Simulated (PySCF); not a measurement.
C₄H₄Se, SMILES C#C/C=C\[SeH] at its B3LYP/def2-SVP optimised geometry (Å):

```
9

C      1.7213    -0.9856    -0.0001
C      0.5048    -0.9697     0.0000
C     -0.9162    -0.9697     0.0000
C     -1.7081     0.1271     0.0000
Se    -1.2000     1.9492     0.0001
H      2.7948    -1.0053    -0.0001
H     -1.4087    -1.9492    -0.0002
H     -2.7948     0.0043    -0.0002
H      0.2513     1.6754     0.0015
```

Level of theory: B3LYP/def2-TZVP in PySCF. Cells within 0.4 Å of a nucleus heavier than hydrogen are left out (blank, or x).

Map of the electron localisation function on the plane z = 0.0 Å:

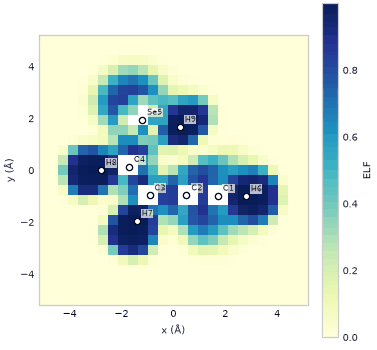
Fig. 1. Electron localisation function on the plane z = 0.0 Å.
